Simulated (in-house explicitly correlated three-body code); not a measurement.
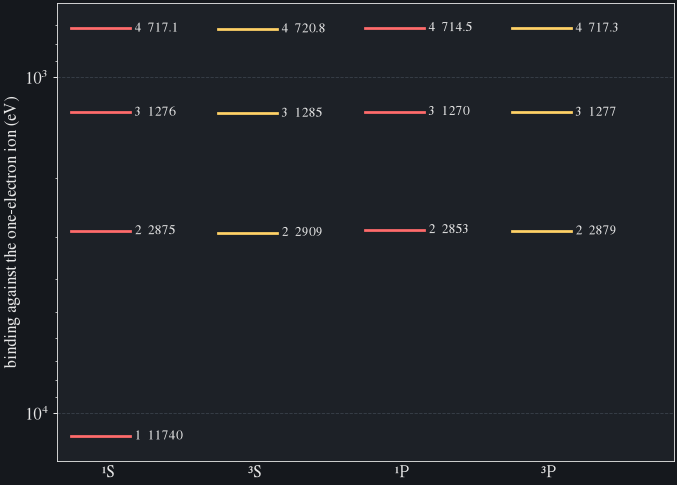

Two electrons around a point charge of unknown size. Computed variationally in 260 exponentially correlated functions with an in-house code, non-relativistic, converged to about 10⁻⁸ of the energy. The plot shows the bound S and P states that converged, by term and principal number n, on a logarithmic scale of binding.

> What is the nuclear charge?

Z = 30 (zinc). The outer electron of the excited states sees a charge of Z − 1, so they are bound by about 13.6 (Z − 1)²/n² eV. The ground state is bound by 11.74 keV. The n = 2 states drawn run, from the deepest, 2 ³S (2909 eV), 2 ³P (2879 eV), 2 ¹S (2875 eV), 2 ¹P (2853 eV). Exchange puts 2 ³S below 2 ¹S by 34.0 eV and 2 ³P below 2 ¹P by 25.6 eV. Quantum defects n − (Z − 1)/√(2 E(binding)): 2 ³S 0.017, 2 ³P 0.006, 2 ¹S 0.005, 2 ¹P −0.003.
